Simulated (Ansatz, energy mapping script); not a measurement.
# Spin model of NiO from collinear orders, part 3 of 3

How strongly do the moments of NiO couple under PBEsol+U (6 eV)? The plan is to run several orders and fit a Heisenberg model.

PBEsol with U = 6 eV on Ni d, ortho-atomic projectors; plane waves, U on orthogonalised atomic orbitals unless named otherwise, collinear spin, no spin–orbit coupling.

So far. Step 10 (Order 8: uncompensated ++−, cell D of 6 atoms): The run ends ferrimagnetic, 23.12 meV a magnetic atom below the parallel order of its cell. Step 11 (Order 9: parallel, cell E of 6 atoms): The run ends ferromagnetic. For each magnetic atom its energy differs from the parallel run of the first cell by 0.05 meV, an error that one common reference would have brought in.

### 12. Run 10 (uncompensated ++−; cell E, 6 atoms)

This order reverses 6.67 of the 12 neighbours at 2.95 Å, 2.67 of the 6 neighbours at 4.17 Å and 8 of the 24 neighbours at 5.11 Å, counted for an average magnetic atom.

input.yaml reads:

```yaml
crystal:
  lattice:
    - [0.0, -2.085901641, -2.085901641]
    - [-4.171803282, 0.0, 0.0]
    - [2.085901641, 4.171803282, -2.085901641]
  atoms:
    - { symbol: Ni, position: [0.666666667, 0.666666667, 0.333333333], spin: 2.0 }
    - { symbol: Ni, position: [0.333333333, 0.333333333, 0.666666667], spin: 2.0 }
    - { symbol: Ni, position: [0.0, 0.0, 0.0], spin: -2.0 }
    - { symbol: O, position: [0.666666667, 0.166666667, 0.333333333] }
    - { symbol: O, position: [0.333333333, 0.833333333, 0.666666667] }
    - { symbol: O, position: [0.0, 0.5, 0.0] }
magnetization:
  spin_polarized: true
kpoints:
  mp_grid: { grid: [9, 9, 9] }
hamiltonian:
  xc: pbesol
  hubbard:
    sites:
      - { species: Ni, l: d, u_eff: 6.0 }
      - { site: 0, l: d, u_eff: 6.0, starting_ns: [{ spin: up, occupation_matrix: ni1_major }, { spin: down, occupation_matrix: ni1_minor }] }
      - { site: 1, l: d, u_eff: 6.0, starting_ns: [{ spin: up, occupation_matrix: ni1_major }, { spin: down, occupation_matrix: ni1_minor }] }
      - { site: 2, l: d, u_eff: 6.0, starting_ns: [{ spin: up, occupation_matrix: ni1_minor }, { spin: down, occupation_matrix: ni1_major }] }
    projectors: ortho-atomic
    occupation_matrices:
      ni1_major:
        matrix:
          - [0.998, 0.0, 0.0, 0.0, 0.0]
          - [0.0, 0.999, 0.0, 0.0, 0.0]
          - [0.0, 0.0, 0.999, 0.0, 0.0]
          - [0.0, 0.0, 0.0, 0.998, 0.0]
          - [0.0, 0.0, 0.0, 0.0, 0.999]
      ni1_minor:
        matrix:
          - [0.154, 0.0, 0.0, 0.0, 0.0]
          - [0.0, 0.997, 0.0, 0.0, 0.0]
          - [0.0, 0.0, 0.997, 0.0, 0.0]
          - [0.0, 0.0, 0.0, 0.154, 0.0]
          - [0.0, 0.0, 0.0, 0.0, 0.997]
scf:
  occupations: { method: fermi_dirac, width: 0.05 }
output:
  eigenvalues: true
```

Run with:

```sh
> ansatz run input.yaml --threads 4 --pin off --max-ram 8192MiB --backend cpu --events-out ev --progress --plain --runs-dir out
```

Numbers of over 12 decimals in the logs are rounded to 6 here.

What it wrote:

```text
[...]
Crystal: 6 atoms, lattice volume = 54.454 Å³
Basis set: ecut = 420 eV, 1045 PW (Γ)
Bands: 47, of which v1, the nominal top of the filled ones, is band 36 counted from 1 (35 counted from 0)
Symmetry: 8 space group operations
[...]
k-points: 125 of 729
[...]
Starting moments: Σ|m| = 6 μB on 3 of 6 sites
[...]
k-point 1 ↑: bands = [... 32 lower, 11.2600, 11.7023, 11.9299, 12.0580, 12.7686, 16.1600, 16.2908, 16.7339, ... 7 higher]
  k-point 2 ↑: bands = [... 32 lower, 11.2675, 11.5125, 11.9527, 12.0952, 12.8686, 16.1393, 16.7926, 17.0449, ... 7 higher]
  k-point 124 ↓: bands = [... 32 lower, 11.1674, 12.3879, 13.0148, 16.4472, 17.0921, 17.4096, 17.5915, 19.9262, ... 7 higher]
Occupation matrices written to <dir>
[key lines of the parts left out:]
SCF converged after 15 iterations
Magnetization: 2.0000 μB (37.0000 up, 35.0000 down)
Free energy (F): -19089.635036 eV
Fermi energy:    14.676761 eV
```

The job ended after 20 s (4 threads of Arm Neoverse V1, shared host; peak memory 0.78 GiB).

The run ends ferrimagnetic, 51.30 meV a magnetic atom below the parallel order of its cell.

### 13. From energies to couplings

Each energy difference is a sum of couplings weighted by the pairs that the order reverses. A few near shells are fitted to the differences by least squares. Energies are those extrapolated to zero occupation width, not the free energies F.

Energies from the parallel order of the same cell:

```tsv
order	atoms	energy (meV a magnetic atom)	moments (μB)	moments kept as typed	opposed neighbours at 2.95, 4.17, 5.11 Å
parallel in cell A	4	0.00	1.71	yes	0, 0, 0
compensated +− in cell A	4	13.14	1.71	yes	8, 0, 16
parallel in cell B	4	0.00	1.71	yes	0, 0, 0
compensated +− in cell B	4	-116.91	1.64	yes	6, 6, 12
parallel in cell C	6	0.00	1.71	yes	0, 0, 0
uncompensated ++− in cell C	6	-81.60	1.64 to 1.67	yes	4, 4, 12
parallel in cell D	6	0.00	1.71	yes	0, 0, 0
uncompensated ++− in cell D	6	-23.12	1.69 to 1.70	yes	5.33, 1.33, 16
parallel in cell E	6	0.00	1.71	yes	0, 0, 0
uncompensated ++− in cell E	6	-51.30	1.66 to 1.68	yes	6.67, 2.67, 8
```

Couplings from the energies, with E = −Σ J e·e over ordered pairs:

```tsv
pair	distance (Å)	neighbours	J (meV)
Ni–Ni	2.95	12	0.766
Ni–Ni	4.17	6	-10.6
Ni–Ni	5.11	24	0.0329
Ni–Ni	5.90	12	-0.415
```

These orders cannot tell some unfitted shells from fitted ones: the value at 2.95 Å holds J(2.95) + 4 J(7.80) + J(8.85), the value at 5.11 Å holds J(5.11) + J(8.85) and the value at 5.90 Å holds J(5.90) − J(8.85); other unfitted shells add to the values wholly or in part.

Adding the shell at 6.60 Å gives 0.81, -11, 0.041, -0.42 and -0.037 meV and a mean-field temperature of 451 K, an exact solve that tests nothing.

In mean field these couplings order at 453 K, at q = (0.50, 0.50, 0.50) in fractions of the conventional cell's reciprocal vectors, and give a Curie–Weiss temperature of -453 K.

### 14. Ordering temperature by Monte Carlo

Mean field ignores fluctuations and overstates the ordering temperature, so the model is also sampled. The heat capacity peaks where order sets in.

Classical unit spins with these couplings on 8×8×4 copies of a cell that holds the lowest order (512 spins), heat-bath sweeps, cooled from random directions, 831 sweeps to settle and 2493 measured at each temperature, averaged over 4 runs.

```tsv
T (K)	order along the lowest pattern	net moment	heat capacity (k_B a spin)
54.4	0.39	0.01	0.99
93.0	0.39	0.01	1.03
151	0.40	0.01	1.15
190	0.39	0.02	1.31
228	0.33	0.02	1.37
286	0.28	0.02	1.87
305	0.24	0.02	1.91
325	0.22	0.02	1.80
363	0.15	0.02	1.11
402	0.12	0.03	0.62
460	0.09	0.03	0.39
498	0.08	0.03	0.29
```

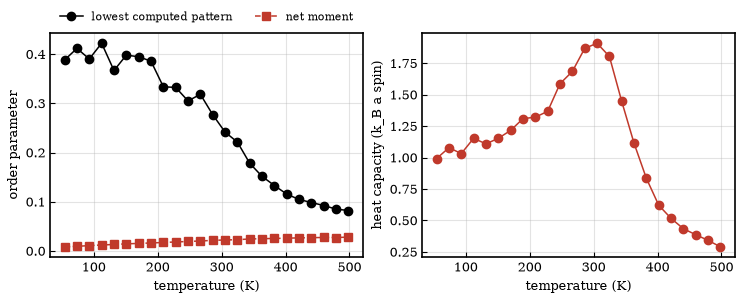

Order parameter and heat capacity against temperature.

The smoothed heat capacity peaks at 300 K. The order column follows one pattern alone; equivalent domains or another pattern share the rest.

### 15. Beside the first set of runs

The first set of orders, under PBE+U (6 eV), took 4.5 min of CPU time summed over its finished orders (seed run apart), these 5.1 min.

```tsv
quantity	this set	first set
J at 2.95 Å, meV	0.766	0.613
J at 4.17 Å, meV	-10.6	-9.65
J at 5.11 Å, meV	0.0329	0.0254
J at 5.90 Å, meV	-0.415	-0.360
ordering temperature, mean field, K	453	415
heat-capacity peak, Monte Carlo, K	300	273
```

The coupling that led in the first set goes from -9.65 to -10.6 meV.

### 16. Outcome

| Quantity | Value |
| --- | --- |
| lowest order tried | compensated +− in cell B |
| largest fitted value (a combination of shells), Ni–Ni at 4.17 Å | -10.6 meV |
| ordering temperature, mean field | 453 K |
| heat-capacity peak, Monte Carlo | 300 K |

**Reading.** Of the orders tried, NiO prefers the order “compensated +− in cell B” under PBEsol+U (6 eV), with 6 of 12 neighbours at 2.95 Å, 6 of 6 neighbours at 4.17 Å and 12 of 24 neighbours at 5.11 Å opposed, and the heat capacity of the fitted model peaks near 300 K (Monte Carlo, classical spins). The coupling at 4.17 Å is 1.1 times that of the first set, at 1.1 times the CPU time. The largest fitted coupling is the Ni–Ni pair at 4.17 Å, antiferromagnetic at -11 meV, across a ligand at about 180°. The straight metal–ligand–metal path outweighs the right-angled one, the pattern expected of superexchange through one ligand p orbital, which these runs do not test. The orders also reverse pairs at 6.60 Å, which are not fitted, so the fitted values hold their part too. With 5 differences for 4 couplings the fit misses by 0.45 meV at most, a small part of the spread. In the fitted orders moments change by up to 4.0 % against the parallel run of the same cell, so their size stays put. Monte Carlo puts the peak at 0.66 of the mean-field temperature, since mean field leaves out fluctuations. In tests on simple cubic and body-centred models such peaks lay 5 to 6 % under the bulk value. On cooling, the order along the one computed pattern stays at or under 0.42: the model settles in an equivalent domain, a degenerate mixture or another order. The parallel order holds 2 μB a magnetic atom, spin 1; the common factor (S+1)/S would raise the classical 300 K to 600 K, a correction that often overshoots. The classical value and the one scaled by (S+1)/S differ by a factor of 2, so closeness of either to the measured temperature is partly a matter of convention.

Comparison with the measured values:

```
                             quantity  measured  PBEsol+U (6 eV), Monte Carlo  PBEsol+U (6 eV), Monte Carlo × (S+1)/S
ordering temperature (spin model) (K)       523                 300 (-42.6 %)                           600 (+14.8 %)
```

Measured values from arxiv:1210.6675 (2012).

Verdict: The ordering temperature is off by -42.6 % at PBEsol+U (6 eV), Monte Carlo: a clear miss. Of the levels listed, nearest comes PBEsol+U (6 eV), Monte Carlo × (S+1)/S (+14.8 %). A U picked for its result is no test. No cell relaxation is part of this session.

[Logs and program files are shortened in this print: banners, set-up blocks, solver, clock and traceback lines can be left out without a mark of their own.]

[Logs are printed without paths, hosts, clocks, repeated set-up lines and the standing remarks that a program may print on its own settings, such as how far it seeks lower states.]

[Hosts, paths, dates, database ids (printed as entryN), source tags and the programs' standing remarks are cut or masked in the printed files.]

[Where a cell is said to come from a database of computed structures, the database is the Materials Project.]
